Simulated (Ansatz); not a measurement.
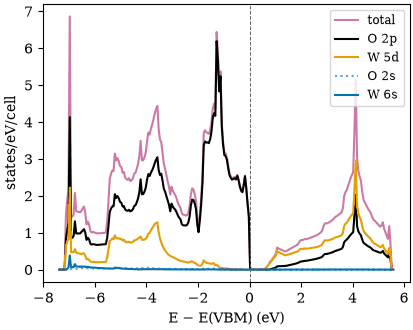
*Total and projected density of states of WO3 (ReO3 type, Pm-3m), PBEsol (plane waves, PAW; program Ansatz)*

### Question
Which orbitals carry the states next to the gap?

### Answer
Top 1 eV of the valence band: O 2p 99 %. Bottom 1 eV of the conduction band: W 5d 83 %, O 2p 16 %. Projections are on Löwdin-orthogonalised atomic valence shells; empty p or d shells of many metals are not among them.

### Question
Where is the tallest occupied peak in this window, and what makes it?

### Answer
Near -7.0 eV, about 6.9 states/eV per cell; the largest projected share is O 2p.

The first step of the workflow began from a Materials Project structure, measured or hypothetical; the Crystallography Open Database copy checked does not list it. COD files the formula under space group No. 2, 14, 62, 129, 130, 191. Its standing as an ambient phase is unchecked. The cell was relaxed with PBEsol under the symmetry of its start. At this level the phase is dynamically unstable (imaginary phonons). No spin polarisation was allowed. No Hubbard U is applied. Scalar-relativistic: spin–orbit coupling is off unless named, which matters more the heavier the elements.

Potentials: the earlier of the program's two PAW sets. The files were generated under PBE; for other functionals the program regenerates the frozen cores, and for LDA and PBEsol the local potential too.
